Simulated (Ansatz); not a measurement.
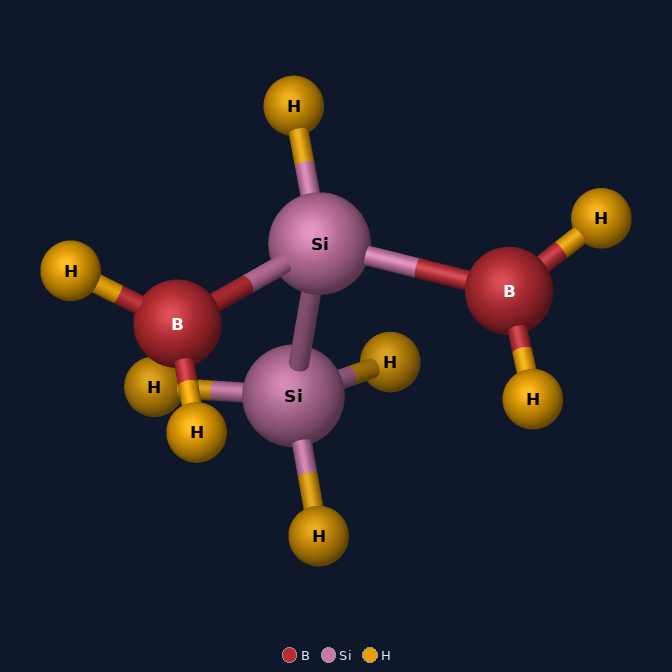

Ball-and-stick drawing of a structure. Every bond is drawn as one stick, whatever its order.

The computed structure is the end point of a PBE0-D4/def2-TZVP optimisation.

Identify the structure.

Formula B2H8Si2. Its SMILES string is `B[SiH](B)[SiH3]`. It has no ring. Among its groups: Si–H bond, B–H bond. The point group is Cs. Coordination: 2 B trigonal planar; 2 Si tetrahedral.

The parts below concern this one geometry. Atoms keep their numbers from picture to picture.

### Vibrations

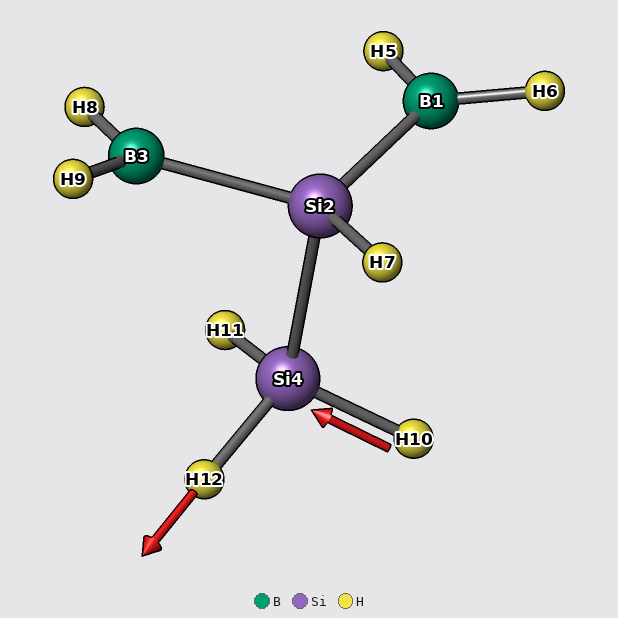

The arrows show one normal mode. Harmonic vibrations computed with RKS PBE0-D4/def2-TZVP (Ansatz 0.2.0) at a stationary point of the same level.

What kind of motion is it?

Answer. Mostly out-of-phase stretching of 2 Si–H bonds.

Estimate its harmonic wavenumber.

Answer. 2224 cm⁻¹; it is mode 25 of 30 counted from the lowest.

### Levels of theory compared

Program: Ansatz 0.2.0.

At this fixed geometry, give HOMO energy (eV), dipole (D), HOMO–LUMO gap (eV) at these levels: B3LYP-D4/def2-TZVPP; PBE-D4/def2-TZVPP; r2SCAN-D4/def2-TZVPP; ωB97M-V/def2-TZVPP.

```json
{"level": "B3LYP-D4/def2-TZVPP", "HOMO energy (eV)": "−7.74", "dipole (D)": "0.17", "HOMO–LUMO gap (eV)": "5.16"}
{"level": "PBE-D4/def2-TZVPP", "HOMO energy (eV)": "−6.96", "dipole (D)": "0.16", "HOMO–LUMO gap (eV)": "3.58"}
{"level": "r2SCAN-D4/def2-TZVPP", "HOMO energy (eV)": "−7.20", "dipole (D)": "0.07", "HOMO–LUMO gap (eV)": "4.13"}
{"level": "ωB97M-V/def2-TZVPP", "HOMO energy (eV)": "−9.88", "dipole (D)": "0.28", "HOMO–LUMO gap (eV)": "9.37"}
```

### Charges

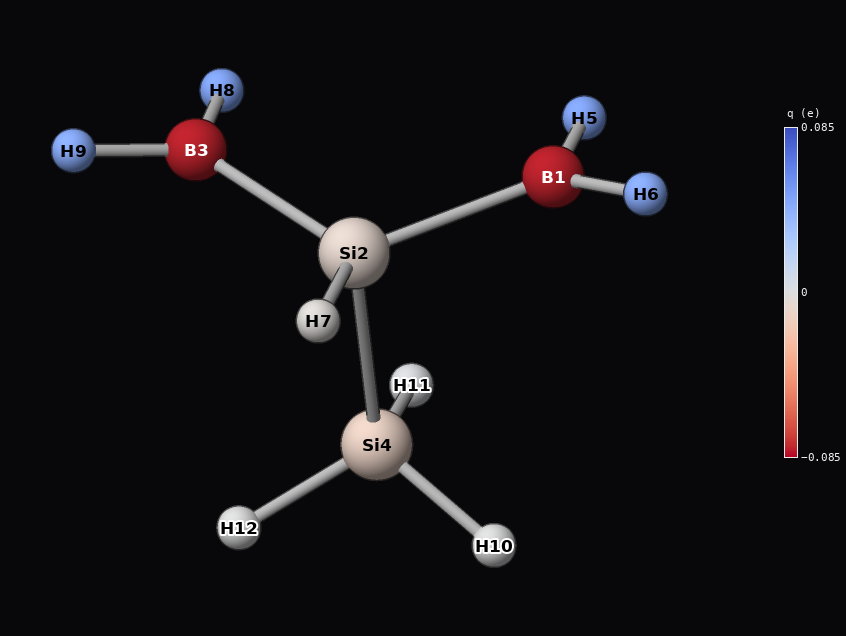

Atoms are coloured by their Mulliken charges. Level of theory: RKS PBE0-D4/def2-TZVP (Ansatz 0.2.0).

List the Mulliken charges.

```
atom  value (e)
  B1      −0.08
 Si2      −0.01
  B3      −0.08
 Si4      −0.01
  H5       0.05
  H6       0.04
  H7       0.00
  H8       0.05
  H9       0.04
 H10       0.00
 H11       0.00
 H12       0.00
```

Mulliken values depend strongly on the basis set and can even reverse the polarity of a bond.
